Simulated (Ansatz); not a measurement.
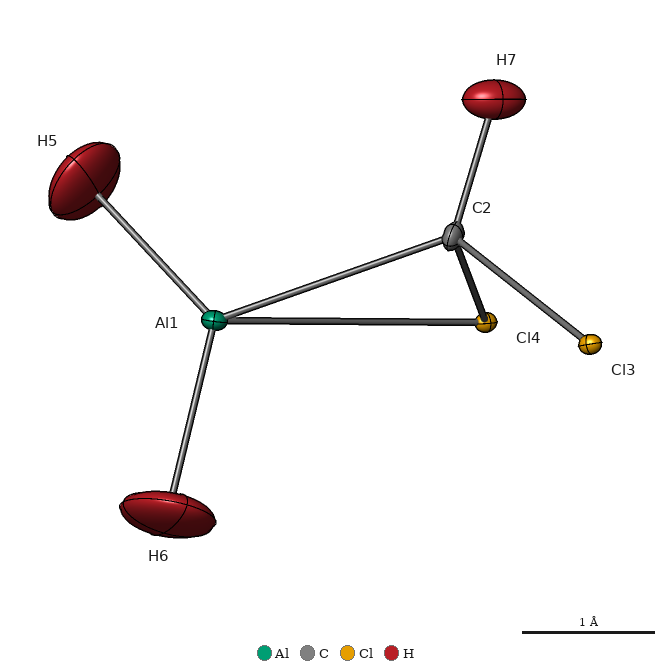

Displacement ellipsoids at the 50 % level, from the internal vibrations of the free molecule (harmonic, no overall translation or rotation; no half-axis is drawn under 0.075 Å). Vibrations computed with RKS PBE0-D4/def2-TZVP (Ansatz 0.2.0). Temperature: 400 K.

Give the displacement parameters, one line for each set of equivalent atoms.

```tsv
atom	U_eq (Å²)	rms amplitudes (Å)
Al1	0.0032	0.015, 0.064, 0.074
C2	0.0048	0.048, 0.072, 0.082
Cl3	0.0019	0.013, 0.041, 0.061
Cl4	0.0021	0.012, 0.051, 0.060
H5	0.0441	0.106, 0.220, 0.270
H6	0.0518	0.094, 0.233, 0.304
H7	0.0171	0.096, 0.124, 0.163
```
